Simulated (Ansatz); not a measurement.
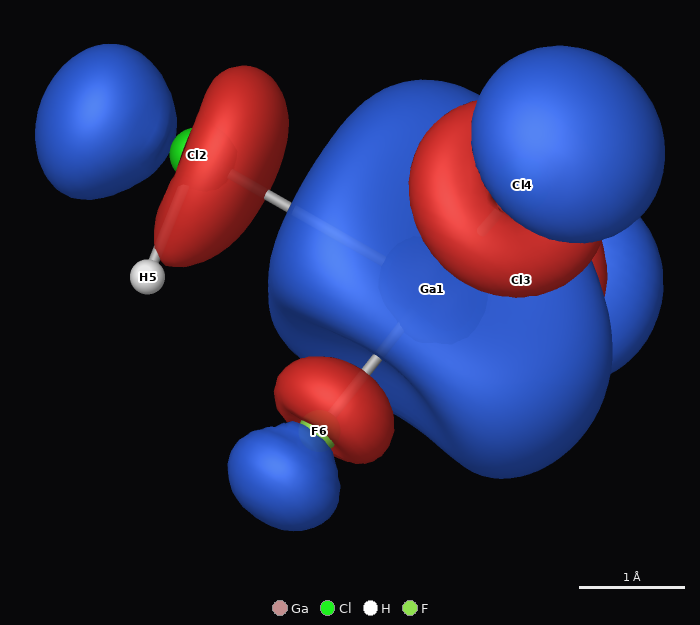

The picture shows: Cl3FGaH. One frontier orbital at ±0.08 Å⁻³ᐟ² (red and blue are the two phases), seen from one side.

The product side of a reaction path; geometry: PBE0-D4/def2-TZVP; a saddle point, not a minimum.

Level of theory: Ansatz 0.2.0, RKS PBE0-D4/def2-TZVPP.

```xyz
6

Ga   -0.2007    0.6413   -0.3142
Cl   -0.1920   -1.7148    0.7889
Cl   -0.9894    0.2440   -2.2394
Cl   -1.2420    1.8137    1.1098
H     1.0796   -1.4890    0.7744
F     1.5445    0.5049   -0.1194
```

### Which orbital is it: HOMO or LUMO?

The LUMO, at −1.34 eV. It lies mainly on Ga1 (about 40 %), Cl3 (about 20 %), Cl4 (about 20 %), Cl2 (about 10 %) and F6 (about 10 %).
